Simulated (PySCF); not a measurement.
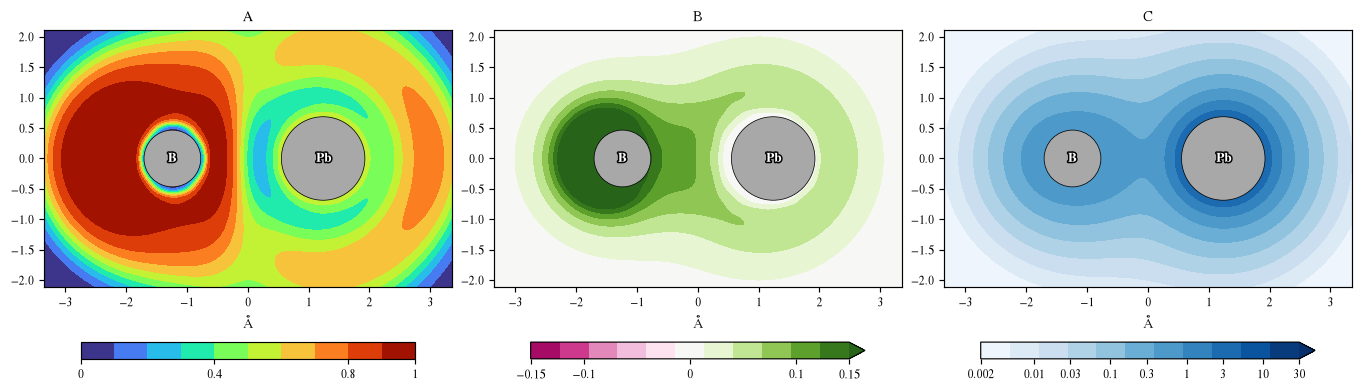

BPb (charge +1, triplet): 3 fields on a plane that holds the molecular axis, with unlabelled colour scales. Grey discs cover the atomic cores.

Core potentials replace the inner electrons of Pb.

Level of theory: PBE0/cc-pVDZ(-PP), non-relativistic Hamiltonian with scalar-relativistic core potentials where named, at a bond length of 2.478 Å (PySCF 2.14.0).

```yaml
atoms:
  - { symbol: B, position_ang: [0.0000, 0.0000, -2.3534] }
  - { symbol: Pb, position_ang: [0.0000, 0.0000, 0.1246] }
```

**Which field does each panel show? The fields are: electron density, electron localisation function and spin density.**

Panel A: electron localisation function. Panel B: spin density (confined to the atoms that carry the unpaired spin). Panel C: electron density. From the grid: B–Pb (2.48 Å): ρ is about 0.44 e/Å³ halfway; the ELF peaks at about 0.95 in the valence shell of B, 0.7 Å from its nucleus, and drops to about 0.25 between the two atoms.
